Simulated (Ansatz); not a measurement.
Input file:

```
crystal:
  periodic: [false, false, false]
  atoms:
    - {symbol: C, position_ang: [0.046506, 0.937642, 1.199923]}
    - {symbol: C, position_ang: [-0.561403, -0.067600, 0.580531]}
    - {symbol: In, position_ang: [0.153952, -0.798988, -1.252265]}
    - {symbol: F, position_ang: [-0.524728, -2.231998, -2.367402]}
    - {symbol: F, position_ang: [1.723586, -0.057857, -2.128331]}
    - {symbol: H, position_ang: [-0.324783, 1.318550, 2.148947]}
    - {symbol: H, position_ang: [0.930077, 1.428042, 0.803484]}
    - {symbol: H, position_ang: [-1.443217, -0.527791, 1.015123]}
basis:
  gaussian: {orbitals: def2-TZVPP}
hamiltonian: {xc: pbe0, dispersion: d4}
output: {orbitals: {seedname: orbitals}}
```

Run with:

```sh
ansatz run in.yaml --threads 2 --pin off --events-out ev --progress --plain --max-ram 32768MiB --backend cpu
```

Geometry: PBE0-D4/def2-TZVP; core potentials replace the inner electrons of In.

These are results of RKS PBE0-D4/def2-TZVPP in Ansatz, not measurements.

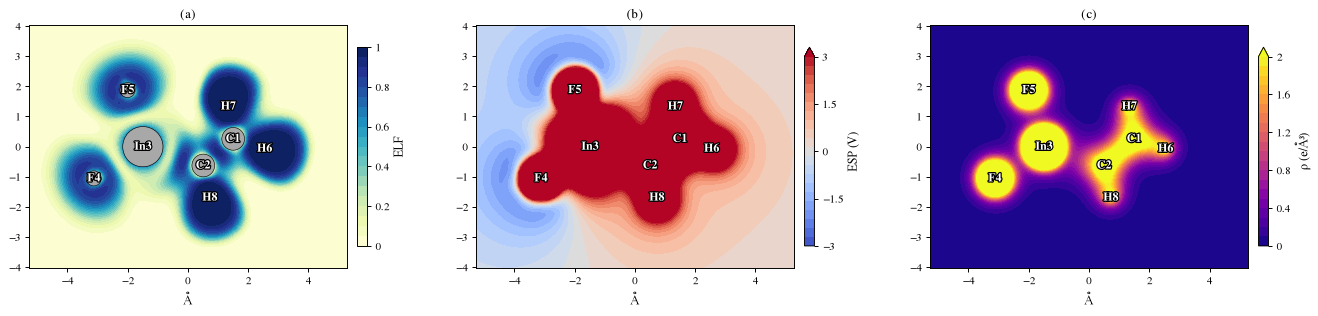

C$_{2}$H$_{3}$F$_{2}$In. (a) ELF; (b) molecular electrostatic potential; (c) electron density on the molecular plane. Grey discs cover the atomic cores in the ELF map.

Question: Read the bonding off the picture.

Answer: The section cuts through C, In, F and H sites. C–C (1.33 Å): the density is about 2.4 e/Å³ at the midpoint; the ELF peaks at about 0.90 between the atoms (a short, multiple covalent bond). In–F (1.94 Å): the density is about 0.81 e/Å³ at the midpoint; the ELF peaks at about 0.80 in the valence shell of F, 0.5 Å from its nucleus, and drops to about 0.15 between the two atoms. C–In (2.10 Å): ρ is about 0.74 e/Å³ halfway; the ELF peaks at about 0.90 in the valence shell of C, 0.7 Å from its nucleus, and drops to about 0.20 between the two atoms. C–H (1.09 Å): the density is about 2 e/Å³ at the midpoint; the ELF climbs to about 1 towards the hydrogen, as it does in any bond to H (an ordinary covalent bond to hydrogen). The ELF also peaks beside F4 and F5, away from the bonds: lone-pair regions. Outside the dense part of the molecule the potential is most negative (−2.0 V) near F5.
